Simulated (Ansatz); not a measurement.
Cu (Fm-3m, No. 225): a calculation's starting geometry.

```cif
data_structure
_symmetry_space_group_name_H-M 'P 1'
_symmetry_Int_Tables_number 1
_cell_length_a 3.5183
_cell_length_b 3.5183
_cell_length_c 3.5183
_cell_angle_alpha 90.000
_cell_angle_beta 90.000
_cell_angle_gamma 90.000
_cell_volume 43.55
loop_
_atom_site_label
_atom_site_type_symbol
_atom_site_fract_x
_atom_site_fract_y
_atom_site_fract_z
_atom_site_occupancy
Cu1 Cu 0.00000 0.00000 0.00000 1
Cu2 Cu 0.00000 0.50000 0.50000 1
Cu3 Cu 0.50000 0.00000 0.50000 1
Cu4 Cu 0.50000 0.50000 0.00000 1
```

> What will a dark-field STEM-like image along [111] show? The image is simulated as a sum over atoms of Z^1.8, blurred by a 0.94 Å probe (no channelling). Shot noise and the speckle of an amorphous layer were added.

The columns repeat on a hexagonal net with a repeat of 1.44 Å (plane group p6mm). All columns are alike (Cu). The shortest distance between visible columns is 1.44 Å in projection. Along the beam the structure repeats every 6.09 Å.

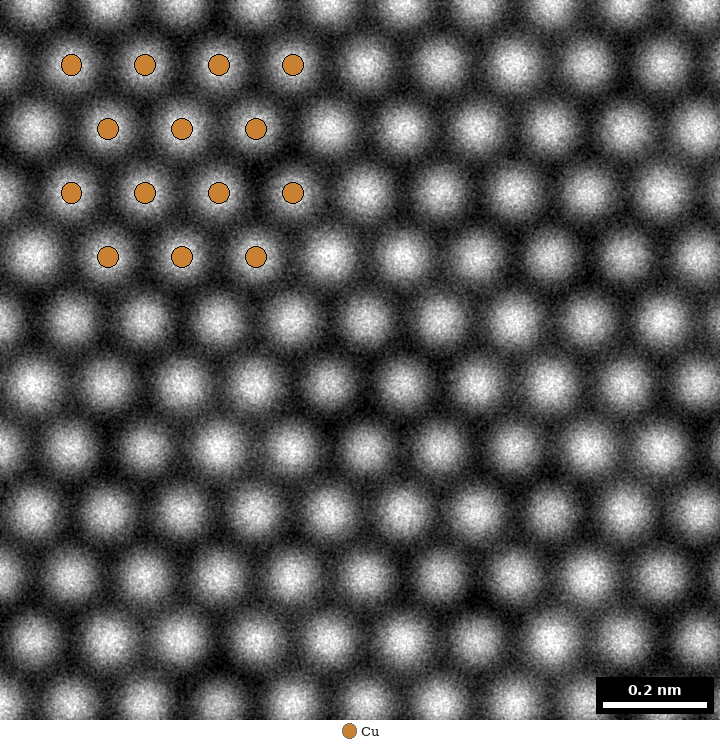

The simulated image, with the columns of the model marked in one corner.
